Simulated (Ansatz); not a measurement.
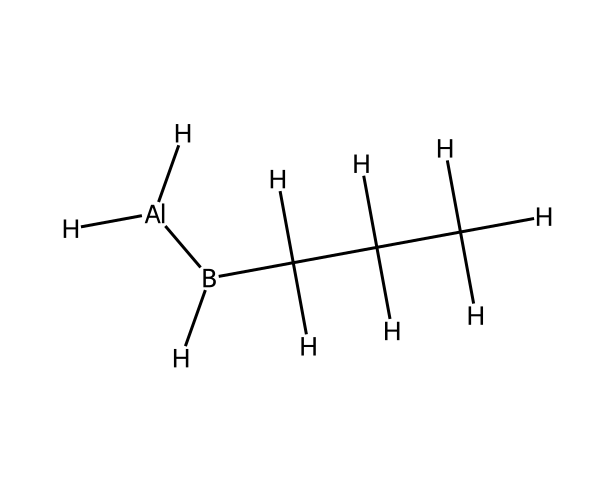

The drawing above gives the connectivity. The computed structure is the end point of a PBE-D4/def2-SVP optimisation. No frequency run is at hand to confirm it as a minimum.

What does the molecule look like in three dimensions?

It has 15 atoms: 3 carbon, 10 hydrogen, 1 aluminium and 1 boron (C3H10AlB). As SMILES it reads `CCC[BH][AlH2]`. Among its groups: B–H bond. The point group is C1. Coordination: 3 C tetrahedral; 1 B trigonal planar; 1 Al trigonal planar.

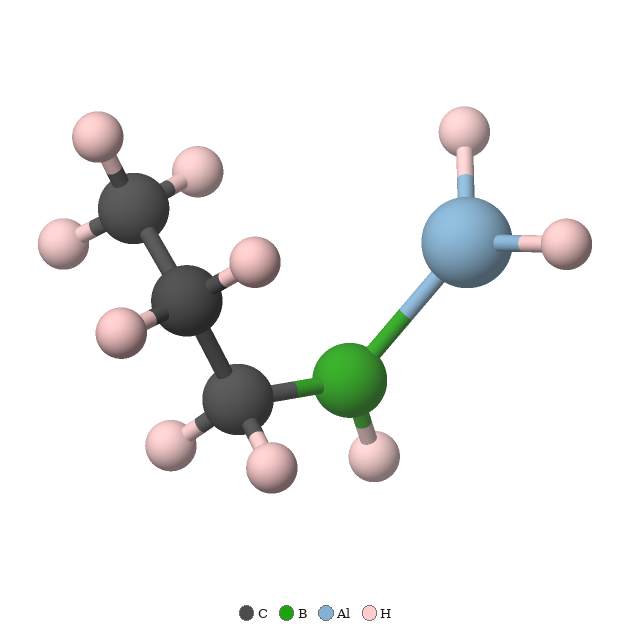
